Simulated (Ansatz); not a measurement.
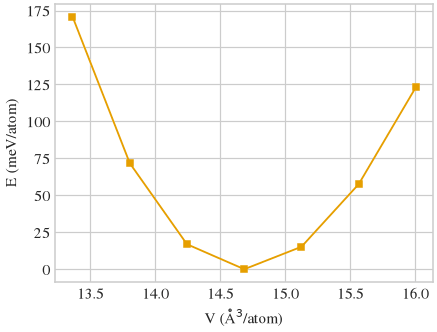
Figure: Re (dhcp (α-La type), P6_3/mmc) under volume change, r²SCAN (plane waves, PAW; program Ansatz), shape and atoms relaxed at each volume.

Problem. What does a third-order Birch–Murnaghan fit give for V₀, B₀ and B′?

Solution. V₀ = 14.69 Å³/atom, B₀ = 388 GPa, B′ = 4.4.

The workflow started from a Materials Project entry (that database holds measured and hypothetical structures alike). Its sites differ from those of the usual phase in this space group: another stacking or structure type. The cell was relaxed with r²SCAN under the symmetry of its start; of distortions, only those at the zone centre were tested. No spin polarisation was allowed. Scalar-relativistic: spin–orbit coupling is off unless named, which matters more the heavier the elements.

Potentials: the later of the program's two PAW sets.
